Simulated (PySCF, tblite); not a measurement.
# C₃H₆F₂OS₂: a rotation path, then NMR shifts on frames, part 2 of 2

tblite 0.8.0 and PySCF 2.14.0. Atoms count from 0.

### Step 5. NMR shieldings: image 3, PBE0/pcSseg-1

The job: settings as JSON, then the geometry in Å.

```
{"job": {"kind": "nmr", "xc": "PBE0", "basis": "pcSseg-1", "pop": false}, "charge": 0, "multiplicity": 1}
C      2.509100     0.424400     0.398100
S      2.207000    -0.406100    -1.196300
S      0.773300    -1.745400    -0.706000
C     -0.753300    -0.772000    -0.928700
O     -0.815500     0.219300     0.083800
C     -2.047700     0.506300     0.554500
F     -2.517800    -0.482800     1.357000
F     -1.954800     1.601000     1.315000
H      2.873700    -0.302500     1.116500
H      1.587100     0.883600     0.739300
H      3.263200     1.180500     0.208600
H     -0.735400    -0.300300    -1.915700
H     -1.576900    -1.484300    -0.850000
H     -2.812700     0.677700    -0.228200
```

Method: GIAO PBE0/pcSseg-1 NMR shielding, non-relativistic, gas phase.

Output:

```text
coarse grid: 13488 points
cycle   1  E = -1188.2642673345  dE =  1.134e+00  |g| = 8.514e-01  |ddm| = 3.388e+00
cycle   2  E = -1188.1587859573  dE =  1.055e-01  |g| = 1.200e+00  |ddm| = 1.051e+00
cycle   3  E = -1188.3876251142  dE = -2.288e-01  |g| = 4.594e-02  |ddm| = 6.115e-01
cycle   4  E = -1188.3879565223  dE = -3.314e-04  |g| = 2.181e-02  |ddm| = 5.744e-02
cycle   5  E = -1188.3880425050  dE = -8.598e-05  |g| = 9.282e-03  |ddm| = 2.565e-02
cycle   6  E = -1188.3880577893  dE = -1.528e-05  |g| = 1.897e-03  |ddm| = 7.677e-03
cycle   7  E = -1188.3880583822  dE = -5.929e-07  |g| = 4.239e-04  |ddm| = 1.544e-03
final grid: 123768 points
cycle   8  E = -1188.4636287473  dE = -3.636e-05  |g| = 1.169e-02  |ddm| = 2.390e-02
cycle   9  E = -1188.4636053903  dE =  2.336e-05  |g| = 1.593e-02  |ddm| = 1.798e-02
cycle  10  E = -1188.4636559450  dE = -5.055e-05  |g| = 6.717e-04  |ddm| = 1.071e-02
cycle  11  E = -1188.4636560263  dE = -8.128e-08  |g| = 2.787e-04  |ddm| = 7.490e-04
cycle  12  E = -1188.4636560399  dE = -1.352e-08  |g| = 9.500e-05  |ddm| = 2.549e-04
cycle  13  E = -1188.4636560416  dE = -1.734e-09  |g| = 1.772e-05  |ddm| = 9.217e-05
cycle  14  E = -1188.4636560416  dE = -5.502e-11  |g| = 5.094e-06  |ddm| = 1.493e-05
converged SCF energy = -1188.4636560416

GIAO shielding tensors (ppm)
atom      isotropic    diamagn.    paramagn.     s11        s22        s33       span
  0 C      156.569     251.395     -94.826    128.180    155.002    186.525     58.345
  1 S      476.734    1055.543    -578.809    315.182    396.501    718.519    403.337
  2 S      394.660    1054.882    -660.223    298.845    325.030    560.104    261.259
  3 C      101.893     245.950    -144.057     68.286    107.996    129.399     61.113
  4 O      217.165     403.112    -185.948    162.184    192.254    297.055    134.870
  5 C       63.612     232.624    -169.012     44.571     68.793     77.471     32.900
  6 F      274.314     471.759    -197.444    200.915    253.320    368.708    167.794
  7 F      272.587     470.753    -198.167    187.626    284.640    345.495    157.869
  8 H       29.071      29.525      -0.454     24.866     26.937     35.412     10.546
  9 H       28.576      31.350      -2.774     21.874     29.771     34.084     12.210
 10 H       29.864      28.981       0.883     24.957     26.207     38.429     13.472
 11 H       26.684      29.101      -2.416     20.818     27.314     31.921     11.102
 12 H       26.968      29.075      -2.107     21.629     28.327     30.948      9.318
 13 H       25.528      26.005      -0.476     22.843     23.745     29.997      7.154
```

Wall time 55 s (1 thread of Intel Xeon at 2.50GHz, shared host); peak memory 0.9 GiB.

This run: δ C5 123.3, C3 85.0, C0 30.4, S2 109, H13 6.19, H11 5.03 ppm.

### Step 6. Nuclear shieldings: image 5, PBE0/pcSseg-1

The job: settings as JSON, then the geometry in Å.

```
{"job": {"kind": "nmr", "xc": "PBE0", "basis": "pcSseg-1", "pop": false}, "charge": 0, "multiplicity": 1}
C      2.433500     0.390500     0.456300
S      2.196200    -0.663200    -1.013000
S      0.544300    -1.721600    -0.514400
C     -0.793700    -0.620400    -1.127300
O     -0.974500     0.512000    -0.309500
C     -1.965700     0.445500     0.607800
F     -1.716100    -0.470300     1.575200
F     -2.032800     1.632500     1.219000
H      2.668700    -0.235900     1.310700
H      1.533100     0.970300     0.630600
H      3.265400     1.048100     0.228000
H     -0.501800    -0.259300    -2.113500
H     -1.696700    -1.232900    -1.182800
H     -2.960600     0.204300     0.181000
```

Level: GIAO PBE0/pcSseg-1 NMR shielding, non-relativistic, gas phase.

Output:

```text
coarse grid: 13488 points
cycle   1  E = -1188.2677342364  dE =  1.129e+00  |g| = 8.491e-01  |ddm| = 3.388e+00
cycle   2  E = -1188.1642368592  dE =  1.035e-01  |g| = 1.195e+00  |ddm| = 1.032e+00
cycle   3  E = -1188.3903821013  dE = -2.261e-01  |g| = 4.900e-02  |ddm| = 5.990e-01
cycle   4  E = -1188.3907390570  dE = -3.570e-04  |g| = 2.618e-02  |ddm| = 7.165e-02
cycle   5  E = -1188.3908800649  dE = -1.410e-04  |g| = 9.461e-03  |ddm| = 3.444e-02
cycle   6  E = -1188.3908970710  dE = -1.701e-05  |g| = 2.249e-03  |ddm| = 8.928e-03
cycle   7  E = -1188.3908978597  dE = -7.888e-07  |g| = 5.499e-04  |ddm| = 1.682e-03
final grid: 123768 points
cycle   8  E = -1188.4654972719  dE = -3.647e-05  |g| = 1.138e-02  |ddm| = 2.543e-02
cycle   9  E = -1188.4654761655  dE =  2.111e-05  |g| = 1.529e-02  |ddm| = 1.749e-02
cycle  10  E = -1188.4655234429  dE = -4.728e-05  |g| = 7.811e-04  |ddm| = 1.038e-02
cycle  11  E = -1188.4655235600  dE = -1.171e-07  |g| = 2.594e-04  |ddm| = 8.494e-04
cycle  12  E = -1188.4655235713  dE = -1.126e-08  |g| = 1.092e-04  |ddm| = 2.764e-04
cycle  13  E = -1188.4655235736  dE = -2.342e-09  |g| = 1.732e-05  |ddm| = 1.008e-04
cycle  14  E = -1188.4655235737  dE = -4.297e-11  |g| = 5.654e-06  |ddm| = 1.457e-05
converged SCF energy = -1188.4655235737

GIAO shielding tensors (ppm)
atom      isotropic    diamagn.    paramagn.     s11        s22        s33       span
  0 C      156.649     251.428     -94.778    128.092    155.643    186.213     58.121
  1 S      467.013    1055.696    -588.683    311.180    372.172    717.687    406.506
  2 S      380.103    1055.446    -675.343    281.993    313.255    545.061    263.068
  3 C       98.603     246.365    -147.762     63.655    108.408    123.747     60.092
  4 O      209.595     401.283    -191.689    168.960    211.531    248.293     79.333
  5 C       61.636     231.048    -169.411     45.485     61.817     77.607     32.123
  6 F      265.537     474.599    -209.061    196.800    252.756    347.056    150.256
  7 F      269.722     470.305    -200.583    187.126    278.559    343.482    156.356
  8 H       28.965      29.701      -0.736     24.816     26.781     35.298     10.482
  9 H       28.705      31.463      -2.757     22.354     29.598     34.164     11.810
 10 H       29.805      29.009       0.796     24.883     26.206     38.326     13.443
 11 H       26.524      28.973      -2.449     20.607     27.342     31.623     11.016
 12 H       26.831      29.345      -2.513     21.722     27.453     31.319      9.596
 13 H       25.433      25.697      -0.264     22.833     23.105     30.361      7.529
```

It took 56 s on 1 thread of Intel Xeon at 2.50GHz, shared host; peak memory 0.88 GiB.

This run: δ C5 125.3, C3 88.3, C0 30.3, S2 124, H13 6.28, H11 5.19 ppm.

### Step 7. NMR shieldings: image 8, PBE0/pcSseg-1

The job: settings as JSON, then the geometry in Å.

```
{"job": {"kind": "nmr", "xc": "PBE0", "basis": "pcSseg-1", "pop": false}, "charge": 0, "multiplicity": 1}
C      2.294600     0.136200     0.539400
S      2.053000    -0.849500    -0.975800
S      0.229200    -1.678000    -0.670900
C     -0.899800    -0.375800    -1.309300
O     -0.996300     0.719000    -0.432800
C     -1.650300     0.470100     0.726600
F     -1.337600     1.431100     1.602600
F     -2.994200     0.526800     0.555100
H      2.220000    -0.512100     1.406400
H      1.559200     0.933700     0.580700
H      3.293900     0.551100     0.466200
H     -0.489800     0.016300    -2.238300
H     -1.867600    -0.854700    -1.477300
H     -1.414800    -0.514700     1.175400
```

Method: GIAO PBE0/pcSseg-1 NMR shielding, non-relativistic, gas phase.

Output:

```text
coarse grid: 13488 points
cycle   1  E = -1188.2718314968  dE =  1.131e+00  |g| = 8.465e-01  |ddm| = 3.391e+00
cycle   2  E = -1188.1659139317  dE =  1.059e-01  |g| = 1.196e+00  |ddm| = 1.026e+00
cycle   3  E = -1188.3928122931  dE = -2.269e-01  |g| = 5.073e-02  |ddm| = 6.074e-01
cycle   4  E = -1188.3931646329  dE = -3.523e-04  |g| = 3.029e-02  |ddm| = 7.940e-02
cycle   5  E = -1188.3933727028  dE = -2.081e-04  |g| = 8.705e-03  |ddm| = 3.932e-02
cycle   6  E = -1188.3933872241  dE = -1.452e-05  |g| = 2.375e-03  |ddm| = 8.482e-03
cycle   7  E = -1188.3933880931  dE = -8.690e-07  |g| = 5.844e-04  |ddm| = 1.660e-03
final grid: 123768 points
cycle   8  E = -1188.4680519634  dE = -3.704e-05  |g| = 1.154e-02  |ddm| = 2.690e-02
cycle   9  E = -1188.4680295495  dE =  2.241e-05  |g| = 1.563e-02  |ddm| = 1.782e-02
cycle  10  E = -1188.4680787107  dE = -4.916e-05  |g| = 7.664e-04  |ddm| = 1.056e-02
cycle  11  E = -1188.4680788250  dE = -1.143e-07  |g| = 2.581e-04  |ddm| = 8.888e-04
cycle  12  E = -1188.4680788368  dE = -1.185e-08  |g| = 1.101e-04  |ddm| = 3.059e-04
cycle  13  E = -1188.4680788394  dE = -2.618e-09  |g| = 1.611e-05  |ddm| = 1.126e-04
cycle  14  E = -1188.4680788395  dE = -4.320e-11  |g| = 5.987e-06  |ddm| = 1.549e-05
converged SCF energy = -1188.4680788395

GIAO shielding tensors (ppm)
atom      isotropic    diamagn.    paramagn.     s11        s22        s33       span
  0 C      156.146     251.420     -95.274    127.746    154.455    186.237     58.491
  1 S      464.383    1055.493    -591.110    309.463    363.036    720.651    411.187
  2 S      424.296    1055.949    -631.653    318.035    356.768    598.083    280.048
  3 C       99.000     247.052    -148.052     66.154    104.699    126.147     59.993
  4 O      210.787     400.081    -189.295    163.608    229.767    238.986     75.378
  5 C       63.637     242.500    -178.862     43.944     72.358     74.609     30.665
  6 F      281.219     471.812    -190.593    186.735    311.632    345.290    158.555
  7 F      283.431     469.324    -185.893    207.374    275.510    367.411    160.037
  8 H       29.224      30.001      -0.777     25.547     26.928     35.197      9.650
  9 H       28.684      31.369      -2.685     22.724     29.248     34.081     11.357
 10 H       29.778      28.752       1.026     24.689     26.146     38.498     13.809
 11 H       26.621      28.927      -2.306     20.940     27.287     31.636     10.696
 12 H       26.561      28.904      -2.343     20.480     27.524     31.679     11.199
 13 H       24.871      28.925      -4.054     21.808     24.887     27.916      6.108
```

Wall time 63 s (1 thread of Intel Xeon at 2.50GHz, shared host); peak memory 0.88 GiB.

This run: δ C5 123.3, C3 87.9, C0 30.8, S2 79, H13 6.85, H12 5.16 ppm.

### Step 8. Run by run: NMR shifts

Shifts (ppm) of some atoms, chosen among heavy atoms and hydrogens apart, with basis size and wall time:

| frame | H13 | H11 | S2 | S1 | O4 | F6 | F7 | functions | time |
| --- | --- | --- | --- | --- | --- | --- | --- | --- | --- |
| image 0 | 6.30 | 4.55 | 94 | 28 | 124.2 | -98.0 | -102.1 | 180 | 78 s |
| image 1 | 6.26 | 4.66 | 94 | 26 | 123.1 | -100.9 | -101.9 | 180 | 61 s |
| image 3 | 6.19 | 5.03 | 109 | 27 | 118.9 | -103.4 | -101.6 | 180 | 55 s |
| image 5 | 6.28 | 5.19 | 124 | 37 | 126.5 | -94.6 | -98.8 | 180 | 56 s |
| image 8 | 6.85 | 5.10 | 79 | 39 | 125.3 | -110.3 | -112.5 | 180 | 63 s |

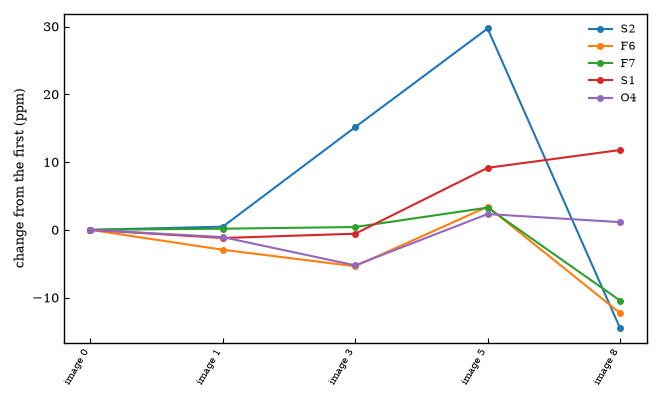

How five of the tabulated atoms move from run to run.

### Step 9. What came out

The summary covers parts 1 to 2.

| quantity | value |
| --- | --- |
| lowest and highest image | -0.126 and 0.028 eV |
| 13C shifts against TMS (PBE0/pcSseg-1, image 0) | 124.5, 85.8, 30.2 ppm |
| 1H shifts against TMS (PBE0/pcSseg-1, image 0) | 6.30, 4.97, 4.55, 3.00, 2.63, 1.82 ppm |
| 33S shifts against CS2 (PBE0/pcSseg-1, image 0) | 94, 28 ppm |
| 17O shifts against H2O (PBE0/pcSseg-1, image 0) | 124.2 ppm |
| 19F shifts against CFCl3 (PBE0/pcSseg-1, image 0) | -98.0, -102.1 ppm |
| potential on the surface of density 0.002 e/bohr³, 1st and 99th percentile | -0.79 V and 1.52 V |
| range of the shift of S2 | 79 to 124 ppm |

What this shows: The band dips 2.9 kcal/mol below its start, so the start is not the lowest point of the turn; from the lowest image the climb to the highest is 3.5 kcal/mol (GFN2-xTB, rough). Shifts at one fixed geometry are not the observed spectrum, which averages over the motion. In the first frame run (image 0): Shielding is most anisotropic at S1 (span 410 ppm, paramagnetic term -579 ppm). By nearest atom (PBE0/pcSseg-1), the HOMO sits on S1 73 %; S2 8 % and the LUMO on S1, S2 about 42 % each. Across the 5 runs the shift of S2 moves most, between 79 (image 8) and 124 ppm (image 5).
